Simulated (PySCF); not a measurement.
**C₁₁H₁₆O₃: NMR shifts at several levels of theory**

How much do the NMR shifts of C₁₁H₁₆O₃ (`C=C(C)[C@@H]1CC[C@@]2(C)OC(=O)O[C@@H]2C1`) depend on the level of theory, and what does each level cost?

The runs use PySCF 2.14.0, with density-fitted response routines of our own; the level of theory stands in each step. All values are computed, except where a source is named. Atoms are numbered from 0 throughout.

### Step 1. The starting structure

30 atoms, charge 0, multiplicity 1; geometry from: GFN2-xTB.

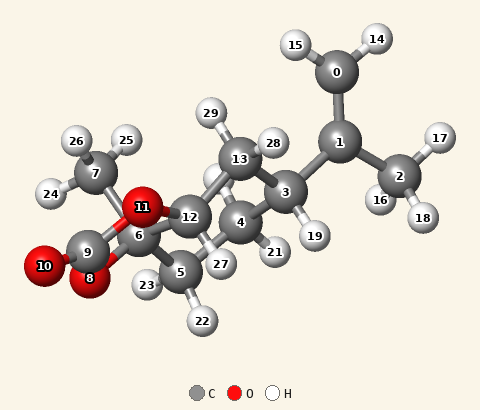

As it starts; carbon grey, oxygen red, hydrogen white, atoms numbered.

### Step 2. Optimising the geometry at PBE0-D3(BJ)/def2-SVP

Job settings and geometry (Å):

```
{"job": {"xc": "PBE0", "basis": "def2-SVP", "d3": "d3bj", "grid": 1, "kind": "geom"}, "charge": 0, "multiplicity": 1}
C     -2.950720     2.102740    -1.112320
C     -1.977440     1.621800    -1.868580
C     -2.026580     1.749120    -3.363690
C     -0.755660     0.908090    -1.329060
C     -0.865800    -0.603580    -1.635160
C      0.283070    -1.463940    -1.081340
C      0.463350    -1.130950     0.389420
C     -0.699150    -1.634360     1.248010
O      1.663010    -1.617250     1.022930
C      2.009250    -0.708350     1.957870
O      2.800590    -0.900040     2.819440
O      1.340400     0.456420     1.782830
C      0.732490     0.370350     0.497410
C     -0.496820     1.180580     0.165670
H     -3.798850     2.600540    -1.551120
H     -2.956280     2.035580    -0.039960
H     -2.173080     0.775100    -3.828900
H     -2.845700     2.394940    -3.666590
H     -1.095120     2.164080    -3.745150
H      0.113760     1.291140    -1.878600
H     -1.817910    -0.966880    -1.245910
H     -0.889940    -0.737900    -2.716740
H      1.210190    -1.250320    -1.615830
H      0.051070    -2.520710    -1.214450
H     -0.596550    -2.712470     1.354160
H     -1.662960    -1.416260     0.802110
H     -0.653150    -1.187720     2.240130
H      1.521070     0.633760    -0.228210
H     -0.320340     2.243680     0.326360
H     -1.334590     0.869170     0.784500
```

Log:

```text
step   0  E = -653.29308835  max force = 0.014730
step   1  E = -653.29557960  max force = 0.004165
step   2  E = -653.29555136  max force = 0.005060
step   3  E = -653.29593501  max force = 0.001038
step   4  E = -653.29597275  max force = 0.000723
step   5  E = -653.29603122  max force = 0.001211
step   6  E = -653.29608297  max force = 0.001217
step   7  E = -653.29611972  max force = 0.001144
step   8  E = -653.29614457  max force = 0.001075
step   9  E = -653.29616694  max force = 0.001022
step  10  E = -653.29620435  max force = 0.001217
step  11  E = -653.29622542  max force = 0.000946
step  12  E = -653.29623383  max force = 0.000572
step  13  E = -653.29623603  max force = 0.000465
step  14  E = -653.29623195  max force = 0.000293
step  15  E = -653.29622756  max force = 0.000196
step  16  E = -653.29623104  max force = 0.000157
optimisation converged
```

It took 5.5 min on 8 threads of Intel Xeon 6975P-C (Granite Rapids), shared host.

The steps of the relaxation:

```tsv
step	energy from step 0 (eV)	largest force component (eV/Å)
0	0.0000	0.7574
1	-0.0678	0.2142
2	-0.0670	0.2602
3	-0.0775	0.0534
4	-0.0785	0.0372
5	-0.0801	0.0623
6	-0.0815	0.0626
7	-0.0825	0.0588
8	-0.0832	0.0553
9	-0.0838	0.0526
10	-0.0848	0.0626
11	-0.0854	0.0486
12	-0.0856	0.0294
13	-0.0857	0.0239
14	-0.0855	0.0151
15	-0.0854	0.0101
16	-0.0855	0.0081
```

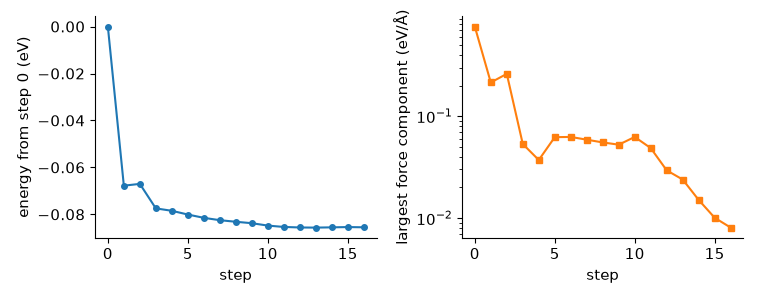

Energy and largest force along the relaxation.

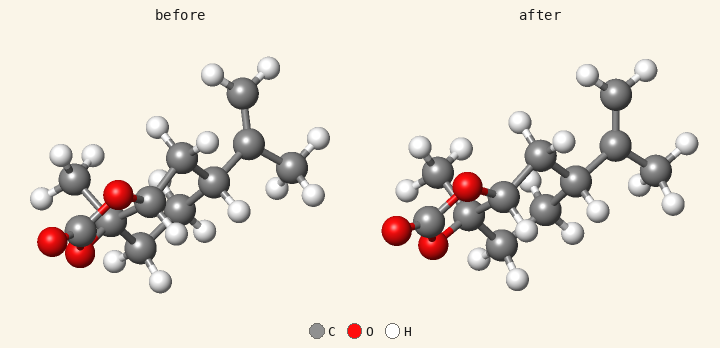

The geometry before (left) and after (right).

Distances of close pairs at the start and the end, largest changes first:

```tsv
bond	before (Å)	after (Å)	change (Å)
C0–H15	1.074	1.092	+0.017
C0–H14	1.077	1.093	+0.016
C0–C1	1.323	1.338	+0.015
C2–H18	1.089	1.103	+0.014
C6–C12	1.529	1.516	-0.013
C13–H29	1.087	1.100	+0.013
C7–H25	1.084	1.097	+0.013
C2–H16	1.089	1.102	+0.013
```

The next job starts from the end point, and lists it.

```tsv
at the end point	value
point group (found at 0.08 Å tolerance)	C1
rotational constants (GHz, main isotopes)	1.694, 0.401, 0.366
dipole moment (D)	6.06
```

### Step 3. Shielding tensors: PBE0/pcSseg-1

Job settings and geometry (Å):

```
{"job": {"kind": "nmr", "xc": "PBE0", "basis": "pcSseg-1", "pop": false}, "charge": 0, "multiplicity": 1}
C     -2.623420     2.495454    -1.147346
C     -1.751127     1.798690    -1.884965
C     -1.817021     1.817437    -3.385719
C     -0.640939     0.963424    -1.284231
C     -0.777718    -0.521103    -1.710179
C      0.248538    -1.487128    -1.095278
C      0.284124    -1.249641     0.398285
C     -0.984276    -1.714555     1.101747
O      1.389066    -1.847054     1.098358
C      1.708169    -1.023014     2.126881
O      2.412738    -1.310390     3.036497
O      1.105550     0.183395     1.961665
C      0.637123     0.207277     0.621975
C     -0.468602     1.143246     0.235339
H     -3.402678     3.096246    -1.623829
H     -2.601000     2.502086    -0.055989
H     -2.133980     0.842502    -3.790950
H     -2.528332     2.573237    -3.745346
H     -0.828882     2.037110    -3.823592
H      0.298151     1.331905    -1.743208
H     -1.797183    -0.858297    -1.459941
H     -0.703982    -0.585327    -2.805362
H      1.254034    -1.307925    -1.508487
H     -0.021266    -2.527732    -1.332873
H     -0.997873    -2.813750     1.103019
H     -1.896525    -1.358049     0.607118
H     -1.003505    -1.369346     2.145903
H      1.513242     0.434514    -0.015735
H     -0.208084     2.187616     0.462092
H     -1.392731     0.905533     0.783380
```

Level: GIAO PBE0/pcSseg-1 NMR shielding, non-relativistic, gas phase.

Log:

```text
coarse grid: 25128 points
cycle   1  E = -653.3165253911  dE =  2.419e+00  |g| = 1.081e+00  |ddm| = 5.062e+00
cycle   2  E = -652.9486968483  dE =  3.678e-01  |g| = 1.807e+00  |ddm| = 1.942e+00
cycle   3  E = -653.5223354656  dE = -5.736e-01  |g| = 3.221e-01  |ddm| = 1.330e+00
cycle   4  E = -653.5414877510  dE = -1.915e-02  |g| = 8.615e-02  |ddm| = 2.773e-01
cycle   5  E = -653.5425744779  dE = -1.087e-03  |g| = 2.639e-02  |ddm| = 5.795e-02
cycle   6  E = -653.5427222489  dE = -1.478e-04  |g| = 6.485e-03  |ddm| = 2.664e-02
cycle   7  E = -653.5427301294  dE = -7.880e-06  |g| = 2.327e-03  |ddm| = 8.062e-03
final grid: 242864 points
cycle   8  E = -653.6624430113  dE = -9.991e-05  |g| = 1.844e-02  |ddm| = 6.684e-02
cycle   9  E = -653.6623574248  dE =  8.559e-05  |g| = 2.782e-02  |ddm| = 3.844e-02
cycle  10  E = -653.6625111302  dE = -1.537e-04  |g| = 2.801e-03  |ddm| = 2.406e-02
cycle  11  E = -653.6625126759  dE = -1.546e-06  |g| = 7.703e-04  |ddm| = 2.449e-03
cycle  12  E = -653.6625127751  dE = -9.921e-08  |g| = 2.593e-04  |ddm| = 8.021e-04
cycle  13  E = -653.6625127875  dE = -1.236e-08  |g| = 7.361e-05  |ddm| = 2.274e-04
cycle  14  E = -653.6625127885  dE = -9.729e-10  |g| = 3.008e-05  |ddm| = 8.374e-05
converged SCF energy = -653.6625127885

GIAO shielding tensors (ppm)
atom      isotropic    diamagn.    paramagn.     s11        s22        s33       span
  0 C       67.437     253.079    -185.642    -34.766     85.964    151.113    185.879
  1 C       28.256     259.074    -230.818    -95.389     25.263    154.893    250.282
  2 C      158.923     243.097     -84.173    139.989    152.237    184.543     44.554
  3 C      140.259     251.084    -110.825    127.190    139.005    154.582     27.392
  4 C      153.648     251.581     -97.933    141.452    153.141    166.353     24.900
  5 C      148.987     246.379     -97.392    139.959    143.115    163.887     23.927
  6 C      103.921     255.924    -152.003     74.408     89.122    148.232     73.824
  7 C      167.720     248.699     -80.980    153.832    165.253    184.074     30.241
  8 O      123.774     403.941    -280.168     12.391    164.745    194.185    181.794
  9 C       27.473     249.956    -222.483    -66.736     35.580    113.575    180.311
 10 O       20.143     395.049    -374.906   -144.995    -93.610    299.035    444.030
 11 O      159.912     400.760    -240.848     32.581    186.408    260.748    228.167
 12 C      100.752     248.767    -148.015     73.489     97.345    131.422     57.933
 13 C      155.197     250.261     -95.064    146.082    154.400    165.108     19.026
 14 H       26.098      28.016      -1.919     23.963     24.254     30.075      6.112
 15 H       26.241      32.858      -6.617     23.259     23.712     31.754      8.495
 16 H       29.178      27.191       1.987     24.247     29.481     33.807      9.560
 17 H       29.337      25.373       3.964     24.995     27.765     35.250     10.255
 18 H       29.736      27.355       2.381     25.406     28.690     35.112      9.706
 19 H       29.554      34.949      -5.395     25.644     28.867     34.150      8.506
 20 H       30.330      34.023      -3.693     25.948     30.663     34.379      8.431
 21 H       29.378      32.997      -3.619     22.746     29.698     35.690     12.945
 22 H       29.686      32.109      -2.424     25.639     28.154     35.264      9.625
 23 H       29.456      31.151      -1.695     24.824     27.571     35.973     11.149
 24 H       30.215      29.989       0.227     26.335     27.079     37.232     10.896
 25 H       30.217      32.555      -2.338     25.064     30.561     35.027      9.963
 26 H       29.989      31.257      -1.268     25.709     28.760     35.498      9.789
 27 H       27.746      34.873      -7.127     23.659     28.876     30.702      7.042
 28 H       29.331      33.048      -3.717     23.993     28.344     35.656     11.664
 29 H       29.705      35.233      -5.528     25.461     30.475     33.179      7.718
```

Run time: 58 s. Hardware: 8 threads of Intel Xeon 6975P-C (Granite Rapids), shared host.

The references, computed at this level on geometries of the same kind, shield at (ppm): ¹H TMS 31.27, ¹³C TMS 184.4, ¹⁷O H2O 334.6. Their shielding less the atom's gives the shift. The references are single molecules in the gas phase, so shifts against H2O, NH3, PH3, H3PO4 or CFCl3 are not on the usual liquid scales and can be off by tens of ppm. Atoms listed in one row are averaged.

```tsv
atoms	environment	σ (ppm)	δ (ppm)	δ scaled to CDCl3
C9	carbonate carbon	27.5	156.9	151.9
C1	fully substituted alkene carbon	28.3	156.2	151.1
C0	terminal =CH2 carbon	67.4	117.0	113.1
C12	sp3 CH bonded to O	100.8	83.7	80.7
C6	fully substituted sp3 carbon bonded to O	103.9	80.5	77.6
C3	allylic sp3 CH	140.3	44.1	42.4
C5	sp3 CH2 in a ring	149.0	35.4	33.9
C4	sp3 CH2 in a ring	153.6	30.8	29.4
C13	sp3 CH2 in a ring	155.2	29.2	27.9
C2	allylic methyl carbon	158.9	25.5	24.2
C7	methyl carbon	167.7	16.7	15.7
H14	hydrogen on a terminal =CH2 carbon	26.10	5.17	5.12
H15	hydrogen on a terminal =CH2 carbon	26.24	5.03	4.98
H27	hydrogen on an sp3 CH bonded to O	27.75	3.52	3.55
H28	hydrogen on an sp3 CH2 in a ring	29.33	1.94	2.05
H21	hydrogen on an sp3 CH2 in a ring	29.38	1.89	2.01
H16, H17, H18	hydrogen on an allylic methyl carbon	29.42	1.85	1.97
H23	hydrogen on an sp3 CH2 in a ring	29.46	1.81	1.93
H19	hydrogen on an allylic sp3 CH	29.55	1.71	1.84
H22	hydrogen on an sp3 CH2 in a ring	29.69	1.58	1.71
H29	hydrogen on an sp3 CH2 in a ring	29.71	1.56	1.70
H24, H25, H26	hydrogen on a methyl carbon	30.14	1.13	1.28
H20	hydrogen on an sp3 CH2 in a ring	30.33	0.94	1.10
O10	carbonate carbonyl oxygen	20.1	314.4	–
O8	carbonate alkoxy oxygen	123.8	210.8	–
O11	carbonate alkoxy oxygen	159.9	174.6	–
```

The scaled column applies a straight-line fit of computed shieldings to shifts measured in CDCl3 (root-mean-square error 0.21 ppm for H, 2.0 ppm for C).

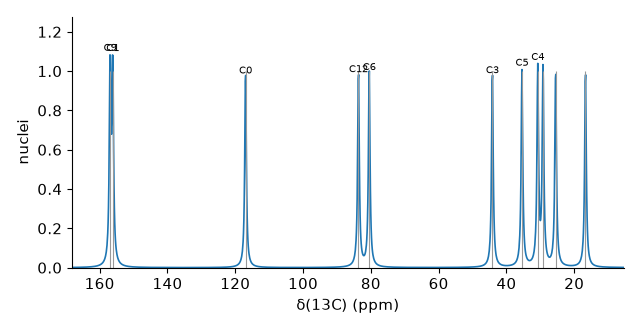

¹³C lines at the computed shifts, without couplings. Lines are broadened to a width of 0.56 ppm (Lorentzian).

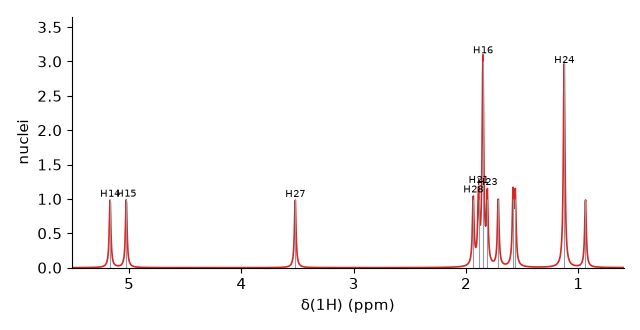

¹H lines at the computed shifts, without couplings. Lines are broadened to a width of 0.02 ppm (Lorentzian).

Ring of atoms C3, C4, C5, C6, C12, C13: NICS(0) -5.0, NICS(1) -3.7, NICS(1)zz 1.7 ppm (means of both faces). The ring holds saturated atoms, so no π current runs round it: these values come from its σ bonds, any local π bonds and neighbouring rings, and say nothing of aromaticity.

Ring of atoms C6, O8, C9, O11, C12: NICS(0) -7.3, NICS(1) -3.8, NICS(1)zz -4.8 ppm (means of both faces). The ring holds saturated atoms, so no π current runs round it: these values come from its σ bonds, any local π bonds and neighbouring rings, and say nothing of aromaticity.

### Step 4. NMR shieldings: PBE/pcSseg-1

Settings changed since step 3:

```diff
@@ -1,2 +1,2 @@
-{"job": {"kind": "nmr", "xc": "PBE0", "basis": "pcSseg-1", "pop": false}, "charge": 0, "multiplicity": 1}
+{"job": {"kind": "nmr", "xc": "PBE", "basis": "pcSseg-1", "pop": false}, "charge": 0, "multiplicity": 1}
 C     -2.623420     2.495454    -1.147346
```

Method: GIAO PBE/pcSseg-1 NMR shielding, non-relativistic, gas phase.

Log:

```text
coarse grid: 25128 points
cycle   1  E = -653.1269920439  dE =  1.943e+00  |g| = 1.268e+00  |ddm| = 5.160e+00
cycle   2  E = -652.0904236053  dE =  1.037e+00  |g| = 2.610e+00  |ddm| = 2.964e+00
cycle   3  E = -653.3575510616  dE = -1.267e+00  |g| = 6.742e-01  |ddm| = 2.263e+00
cycle   4  E = -653.4476029520  dE = -9.005e-02  |g| = 1.475e-01  |ddm| = 5.916e-01
cycle   5  E = -653.4502329133  dE = -2.630e-03  |g| = 7.355e-02  |ddm| = 1.266e-01
cycle   6  E = -653.4513088140  dE = -1.076e-03  |g| = 1.838e-02  |ddm| = 6.793e-02
cycle   7  E = -653.4513687855  dE = -5.997e-05  |g| = 7.680e-03  |ddm| = 2.424e-02
cycle   8  E = -653.4513809550  dE = -1.217e-05  |g| = 2.631e-03  |ddm| = 8.455e-03
cycle   9  E = -653.4513823668  dE = -1.412e-06  |g| = 9.228e-04  |ddm| = 2.932e-03
final grid: 242864 points
cycle  10  E = -653.6134479151  dE = -1.032e-04  |g| = 2.854e-02  |ddm| = 9.432e-02
cycle  11  E = -653.6129610070  dE =  4.869e-04  |g| = 5.674e-02  |ddm| = 6.770e-02
cycle  12  E = -653.6136006932  dE = -6.397e-04  |g| = 8.241e-03  |ddm| = 5.023e-02
cycle  13  E = -653.6136146853  dE = -1.399e-05  |g| = 2.176e-03  |ddm| = 7.264e-03
cycle  14  E = -653.6136155452  dE = -8.599e-07  |g| = 5.639e-04  |ddm| = 2.295e-03
cycle  15  E = -653.6136156080  dE = -6.281e-08  |g| = 1.933e-04  |ddm| = 5.873e-04
cycle  16  E = -653.6136156142  dE = -6.252e-09  |g| = 1.019e-04  |ddm| = 2.455e-04
cycle  17  E = -653.6136156168  dE = -2.527e-09  |g| = 1.917e-05  |ddm| = 1.030e-04
cycle  18  E = -653.6136156169  dE = -7.867e-11  |g| = 7.427e-06  |ddm| = 2.581e-05
converged SCF energy = -653.6136156169

GIAO shielding tensors (ppm)
atom      isotropic    diamagn.    paramagn.     s11        s22        s33       span
  0 C       65.728     252.557    -186.829    -29.336     80.540    145.981    175.317
  1 C       24.544     258.459    -233.915    -92.848     17.783    148.697    241.544
  2 C      153.728     243.857     -90.129    133.893    146.511    180.780     46.887
  3 C      132.513     251.809    -119.295    119.354    131.639    146.546     27.192
  4 C      146.771     252.017    -105.246    133.764    146.011    160.539     26.775
  5 C      142.581     247.300    -104.719    133.134    136.335    158.274     25.140
  6 C       96.493     256.654    -160.161     66.751     81.000    141.729     74.978
  7 C      163.607     249.158     -85.550    149.366    160.895    180.561     31.196
  8 O      110.346     404.085    -293.739      2.629    150.849    177.561    174.931
  9 C       25.600     250.859    -225.259    -62.542     27.629    111.712    174.254
 10 O       25.677     395.689    -370.012   -132.895    -80.791    290.717    423.612
 11 O      146.891     400.946    -254.056     23.648    176.211    240.813    217.164
 12 C       93.150     249.541    -156.391     65.918     89.144    124.388     58.470
 13 C      149.048     251.285    -102.237    140.037    148.027    159.081     19.045
 14 H       26.115      27.639      -1.524     24.122     24.498     29.725      5.603
 15 H       26.222      33.329      -7.107     23.382     23.803     31.481      8.099
 16 H       29.039      27.489       1.551     24.289     29.365     33.463      9.174
 17 H       29.310      24.970       4.340     25.273     27.857     34.801      9.528
 18 H       29.637      27.689       1.948     25.547     28.602     34.760      9.213
 19 H       29.301      35.173      -5.872     25.562     28.713     33.628      8.066
 20 H       30.165      34.319      -4.154     25.930     30.669     33.897      7.967
 21 H       29.188      32.885      -3.697     22.823     29.656     35.084     12.261
 22 H       29.550      32.435      -2.885     25.727     28.159     34.766      9.039
 23 H       29.345      31.031      -1.686     24.965     27.625     35.444     10.478
 24 H       30.234      30.022       0.212     26.631     27.238     36.834     10.203
 25 H       30.090      33.025      -2.935     25.124     30.526     34.621      9.498
 26 H       29.897      31.589      -1.692     25.833     28.778     35.081      9.248
 27 H       27.518      35.288      -7.770     23.560     28.295     30.699      7.139
 28 H       29.222      33.139      -3.917     24.178     28.337     35.151     10.973
 29 H       29.581      35.796      -6.214     25.546     30.373     32.825      7.280
```

Wall time 43 s (8 threads of Intel Xeon 6975P-C (Granite Rapids), shared host).

This run: δ C1 155.5, C9 154.4, C0 114.3, C12 86.9, H14 5.08, H15 4.98 ppm.

### Step 5. Nuclear shieldings: wB97X-D/pcSseg-1

Settings changed since step 4:

```diff
@@ -1,2 +1,2 @@
-{"job": {"kind": "nmr", "xc": "PBE", "basis": "pcSseg-1", "pop": false}, "charge": 0, "multiplicity": 1}
+{"job": {"kind": "nmr", "xc": "wB97X-D", "basis": "pcSseg-1", "pop": false}, "charge": 0, "multiplicity": 1}
 C     -2.623420     2.495454    -1.147346
```

Level: GIAO wB97X-D/pcSseg-1 NMR shielding, non-relativistic, gas phase.

Log:

```text
coarse grid: 25128 points
cycle   1  E = -653.8198856030  dE =  3.057e+00  |g| = 1.137e+00  |ddm| = 5.006e+00
cycle   2  E = -653.7064322795  dE =  1.135e-01  |g| = 1.473e+00  |ddm| = 1.660e+00
cycle   3  E = -654.0648198685  dE = -3.584e-01  |g| = 1.742e-01  |ddm| = 9.529e-01
cycle   4  E = -654.0692869455  dE = -4.467e-03  |g| = 8.421e-02  |ddm| = 1.495e-01
cycle   5  E = -654.0704617574  dE = -1.175e-03  |g| = 1.340e-02  |ddm| = 5.440e-02
cycle   6  E = -654.0705026196  dE = -4.086e-05  |g| = 4.805e-03  |ddm| = 1.774e-02
cycle   7  E = -654.0705086080  dE = -5.988e-06  |g| = 1.110e-03  |ddm| = 5.447e-03
final grid: 242864 points
cycle   8  E = -654.1928569525  dE = -3.983e-04  |g| = 8.314e-03  |ddm| = 7.344e-02
cycle   9  E = -654.1928618710  dE = -4.918e-06  |g| = 8.088e-03  |ddm| = 1.840e-02
cycle  10  E = -654.1928751228  dE = -1.325e-05  |g| = 1.159e-03  |ddm| = 7.004e-03
cycle  11  E = -654.1928753080  dE = -1.852e-07  |g| = 8.356e-04  |ddm| = 1.734e-03
cycle  12  E = -654.1928754381  dE = -1.301e-07  |g| = 1.556e-04  |ddm| = 6.962e-04
cycle  13  E = -654.1928754428  dE = -4.759e-09  |g| = 5.810e-05  |ddm| = 1.876e-04
cycle  14  E = -654.1928754436  dE = -7.878e-10  |g| = 1.661e-05  |ddm| = 7.157e-05
converged SCF energy = -654.1928754436

GIAO shielding tensors (ppm)
atom      isotropic    diamagn.    paramagn.     s11        s22        s33       span
  0 C       66.746     253.299    -186.554    -38.037     87.244    151.029    189.065
  1 C       27.573     259.239    -231.666    -98.876     26.204    155.391    254.267
  2 C      159.163     242.796     -83.634    140.263    152.974    184.252     43.989
  3 C      141.244     251.185    -109.941    128.469    139.146    156.118     27.650
  4 C      154.166     251.659     -97.492    141.993    153.857    166.649     24.656
  5 C      149.367     246.854     -97.487    140.229    143.685    164.187     23.959
  6 C      103.856     255.862    -152.006     74.095     88.953    148.518     74.423
  7 C      166.959     248.823     -81.864    152.900    164.430    183.548     30.648
  8 O      129.274     404.779    -275.505     18.428    169.110    200.283    181.855
  9 C       26.571     249.841    -223.270    -69.032     35.620    113.124    182.156
 10 O       20.551     395.624    -375.073   -145.324    -92.628    299.605    444.929
 11 O      164.794     401.624    -236.830     38.227    188.725    267.430    229.203
 12 C      100.770     249.149    -148.379     73.114     97.430    131.766     58.652
 13 C      155.407     250.836     -95.429    146.103    154.642    165.477     19.374
 14 H       26.210      28.061      -1.852     24.018     24.354     30.257      6.238
 15 H       26.353      33.052      -6.698     23.365     23.806     31.889      8.524
 16 H       29.339      27.274       2.065     24.443     29.660     33.914      9.471
 17 H       29.458      25.323       4.134     25.059     27.900     35.413     10.355
 18 H       29.873      27.431       2.442     25.525     28.881     35.212      9.687
 19 H       29.758      35.295      -5.537     25.852     29.085     34.337      8.486
 20 H       30.478      34.298      -3.820     26.130     30.773     34.532      8.401
 21 H       29.546      33.153      -3.607     22.949     29.832     35.857     12.908
 22 H       29.846      32.424      -2.577     25.795     28.329     35.415      9.620
 23 H       29.601      31.242      -1.641     24.993     27.718     36.092     11.099
 24 H       30.272      30.084       0.188     26.404     27.153     37.259     10.855
 25 H       30.333      32.907      -2.574     25.223     30.674     35.102      9.879
 26 H       30.083      31.490      -1.407     25.838     28.847     35.565      9.727
 27 H       27.911      35.305      -7.395     23.833     29.057     30.843      7.010
 28 H       29.473      33.300      -3.827     24.157     28.505     35.757     11.599
 29 H       29.839      35.642      -5.804     25.585     30.606     33.325      7.740
```

Run time: 70 s. Hardware: 8 threads of Intel Xeon 6975P-C (Granite Rapids), shared host.

Key values: δ C9 158.0, C1 157.0, C0 117.8, C12 83.8, H14 5.17, H15 5.03 ppm.

(Part 1 of 2 ends here.)
